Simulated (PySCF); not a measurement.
System: CH$_{4}$Cl$_{3}$N$_{2}$Si$_{2}$ (doublet).

```yaml
atoms:
  - { symbol: Cl, position_ang: [2.4481, 2.2504, 0.5112] }
  - { symbol: C, position_ang: [1.8589, 0.7067, -0.1212] }
  - { symbol: Cl, position_ang: [1.6857, 0.8321, -1.8758] }
  - { symbol: Cl, position_ang: [3.0664, -0.5456, 0.2407] }
  - { symbol: Si, position_ang: [0.2018, 0.2287, 0.7338] }
  - { symbol: N, position_ang: [-1.1659, 1.0312, 0.1097] }
  - { symbol: Si, position_ang: [-2.1602, -0.3441, -0.2311] }
  - { symbol: N, position_ang: [-0.5922, -1.1780, 0.0052] }
  - { symbol: H, position_ang: [0.5018, -0.0583, 2.1250] }
  - { symbol: H, position_ang: [-3.0138, -0.8377, 0.8329] }
  - { symbol: H, position_ang: [-2.6667, -0.4244, -1.5884] }
  - { symbol: H, position_ang: [-0.1628, -1.6616, -0.7681] }
```

Geometry: GFN2-xTB.

These are results of UKS B3LYP, pcH-1 on C Cl H N Si, non-relativistic, mean-field spin-orbit, GIAO (PySCF), not measurements.

### What can the converged electron density, electron localisation function and spin density tell about the bonding?

C–Cl (1.77 Å): the density is about 1.4 e/Å³ at the midpoint; the ELF peaks at about 0.90 between the atoms, as expected for a covalent bond.
C–Si (1.92 Å): ρ is about 0.92 e/Å³ halfway; the ELF peaks at about 1 between the atoms (a shared electron pair).
Si–H (1.45 Å): ρ at the midpoint is about 0.86 e/Å³; the ELF climbs to about 1 towards the hydrogen, as it does in any bond to H.
The unpaired spin (1 electron) lies mostly on N6 (about 0.6) and N8 (about 0.3), in electrons by Hirshfeld's partition.

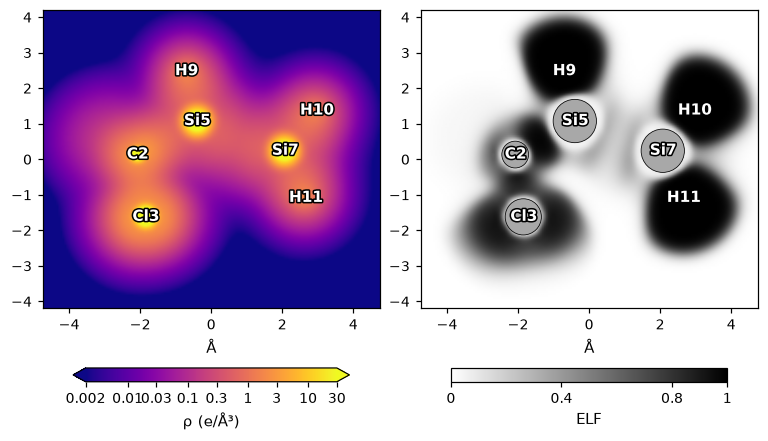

Computed electron density and electron localisation function on the plane of atoms Cl3, C2 and Si5, in this order. Grey discs cover the atomic cores in the ELF map. 
